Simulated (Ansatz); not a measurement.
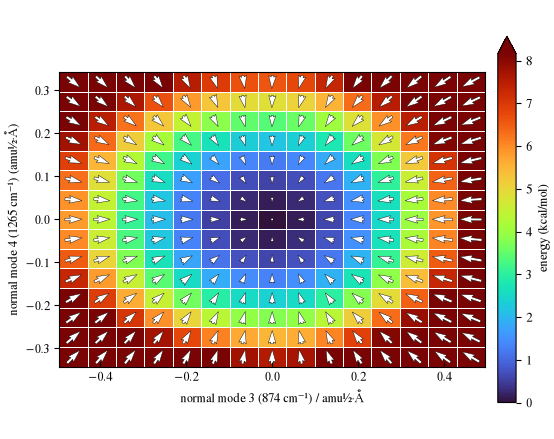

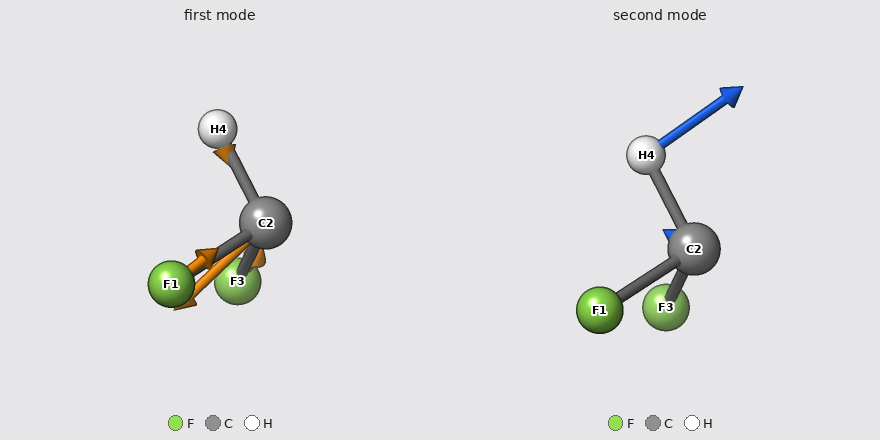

Energy landscape of CHF₂, SMILES F[CH-]F, charge −1. The first coordinate is: normal mode 3 (874 cm⁻¹); the second: normal mode 4 (1265 cm⁻¹). Nothing is relaxed (straight displacements along the two mass-weighted modes). The grid has 15 × 15 points. Points are written as (first, second). Energies: kcal/mol, counted from the relaxed molecule at the same level. All numbers below come from Ansatz, RKS PBE0-D4/def2-TZVPD.

The picture shows one coloured cell a grid point, arrows along the force (downhill), their lengths compressed, one colour for all values above the top of the scale. The second picture is the structure at the lowest point

What does the map say about the system?

The lowest grid point is at (0.000 amu½·Å, 0.000 amu½·Å), 0.0 kcal/mol from the relaxed molecule at the same level. No other kind of well shows on this grid. The highest grid point, (0.462 amu½·Å, −0.319 amu½·Å), lies 16.0 kcal/mol above the lowest.

Grid values (kcal/mol):

```
normal mode 4 (1265 cm⁻¹) ↓, normal mode 3 (874 cm⁻¹) →  −0.462  −0.396  −0.330  −0.264  −0.198  −0.132  −0.066  0.000  0.066  0.132  0.198  0.264  0.330  0.396  0.462
                                                  0.319    11.7    10.4     9.2     8.3     7.5     7.0     6.6    6.6    6.8    7.3    8.1    9.3   10.8   12.8   15.1
                                                  0.274    10.2     8.8     7.6     6.6     5.9     5.3     4.9    4.9    5.0    5.5    6.3    7.5    9.0   10.9   13.2
                                                  0.228     8.8     7.5     6.3     5.3     4.4     3.8     3.5    3.4    3.6    4.0    4.8    6.0    7.5    9.4   11.7
                                                  0.182     7.8     6.4     5.1     4.1     3.3     2.7     2.3    2.2    2.3    2.8    3.6    4.7    6.2    8.1   10.4
                                                  0.137     6.9     5.5     4.3     3.2     2.4     1.7     1.4    1.2    1.4    1.8    2.6    3.7    5.2    7.1    9.4
                                                  0.091     6.3     4.9     3.6     2.6     1.7     1.1     0.7    0.6    0.7    1.1    1.9    3.0    4.5    6.4    8.7
                                                  0.046     5.9     4.5     3.2     2.2     1.3     0.7     0.3    0.1    0.3    0.7    1.5    2.6    4.1    6.0    8.3
                                                  0.000     5.8     4.4     3.1     2.0     1.2     0.5     0.1    0.0    0.1    0.6    1.4    2.5    4.0    5.9    8.2
                                                 −0.046     6.0     4.6     3.3     2.2     1.3     0.7     0.3    0.1    0.3    0.7    1.5    2.6    4.2    6.1    8.4
                                                 −0.091     6.5     5.0     3.7     2.7     1.8     1.1     0.7    0.6    0.7    1.2    2.0    3.1    4.6    6.5    8.9
                                                 −0.137     7.3     5.8     4.5     3.4     2.5     1.9     1.5    1.3    1.5    1.9    2.7    3.9    5.4    7.3    9.7
                                                 −0.182     8.4     6.9     5.6     4.5     3.6     2.9     2.5    2.4    2.5    3.0    3.8    4.9    6.5    8.4   10.8
                                                 −0.228     9.9     8.4     7.1     5.9     5.0     4.3     3.9    3.8    3.9    4.4    5.2    6.3    7.9    9.8   12.2
                                                 −0.274    11.8    10.2     8.9     7.7     6.8     6.1     5.7    5.5    5.6    6.1    6.9    8.0    9.6   11.5   13.9
                                                 −0.319    14.0    12.4    11.0     9.9     8.9     8.2     7.7    7.6    7.7    8.1    8.9   10.1   11.6   13.6   16.0
```

The whole map (225 points run) took 7.7 min on 1 thread of Arm Neoverse V2, with other jobs on the host.
